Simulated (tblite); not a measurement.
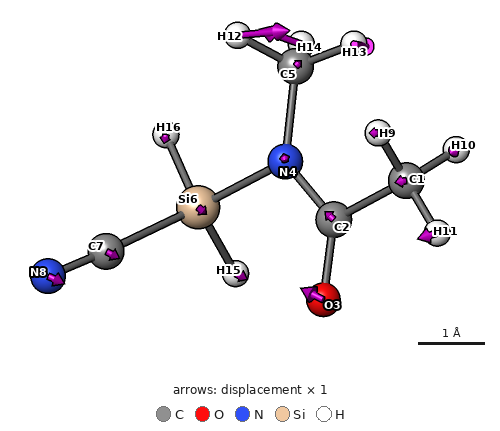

This is a relaxation of C4H8N2OSi. The starting structure is drawn; purple arrows show the displacements, at their true length. The two geometries are superimposed by the best rigid fit.

The picture is a ball-and-stick view, seen at a tilt.

Level of theory: tblite 0.8.0, GFN2-xTB geometry optimisation, gas phase. 

> Atoms of which element are displaced furthest, and by how much?

Hydrogen: up to 0.95 Å, against 0.44 Å for oxygen.

> What did the optimiser do to the structure, and how much energy did it gain?

After 126 geometry steps the energy has fallen by 8.69 kcal/mol. The atom that moves furthest after the best rigid fit is H12 (0.95 Å). By element the largest moves are H 0.95 Å, O 0.44 Å, N 0.30 Å, C 0.25 Å, Si 0.19 Å. Among the contacts that change: O3–Si6 2.929 → 2.400 Å, Si6–H15 1.492 → 1.451 Å, C2–N4 1.375 → 1.337 Å, C1–C2 1.525 → 1.496 Å. Among the angles between lasting bonds that change: C5–N4–Si6 116.4° → 130.0°, C2–N4–Si6 116.5° → 105.3°, O3–C2–N4 124.7° → 115.0°. Groups turn about N4–C5 by about 55°.
